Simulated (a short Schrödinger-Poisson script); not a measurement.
Stack: MOS inversion layer, SiO2 on p-type Si(100), at 400 K.

```csv
layer,material,thickness (nm),Na (cm⁻³)
1,SiO2,2.2,-
2,Si,810,2.8e17
```

The device is made up for the run: typed textbook-type constants, with dimensions and the other settings drawn at random. SiO2: permittivity 3.9, conduction-band edge (eV) 3.15, gap (eV) 9, electron mass (mₑ) 0.5. Si: permittivity 11.7, conduction-band edge (eV) 0, gap (eV) 1.124, Nv at 300 K (cm⁻³) 3.1e19.

Channel valleys (confinement mass, in-plane density-of-states mass, number): Δ2 0.916, 0.19, 2; Δ4 0.19, 0.417, 4. At the gate the conduction-band edge of layer 1 lies 3.38 eV − eVg above the Fermi level of the channel; the field vanishes at the back. Gaps are held at their typed values at every temperature. Mesh 0.03 nm at interfaces.

From a short Schrödinger-Poisson script (our own, NumPy): 1D Poisson equation in equilibrium, electrons quantum, Hartree (BenDaniel-Duke, 12 states a valley, the channel's in-plane mass for all, wave functions free to enter the dielectric), parabolic valleys, classical holes, full ionisation, no traps, pinning or gate leakage.

Only gate voltages with over 1e8 electrons/cm² are shown.

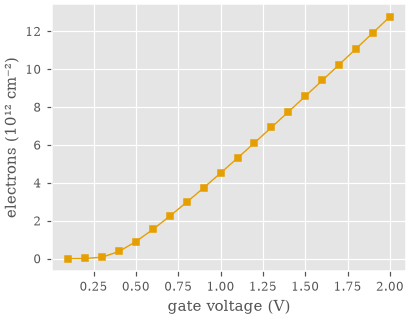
*Sheet density against gate voltage*

```csv
Vg (V),electrons (cm⁻²),C (μF/cm²),Δ2 E0 (meV),Δ2 E1 (meV),Δ4 E0 (meV),Δ4 E1 (meV)
0.1,7.10e8,0.174,347.3,394.9,384.2,462.6
0.3,7.87e10,0.374,181.8,234.3,222.1,308.4
0.5,9.02e11,0.984,93.0,153.2,139.0,232.6
0.7,2.24e12,1.16,56.3,125.4,108.6,208.7
0.9,3.74e12,1.24,33.6,111.1,91.9,197.4
1.1,5.31e12,1.28,16.9,102.1,80.4,190.7
1.3,6.93e12,1.31,3.2,95.7,71.7,186.3
1.5,8.57e12,1.33,-8.5,90.8,64.5,183.0
1.7,1.02e13,1.34,-18.9,86.9,58.3,180.6
1.9,1.19e13,1.36,-28.3,83.7,52.8,178.7
```

Subbands count from the Fermi level.
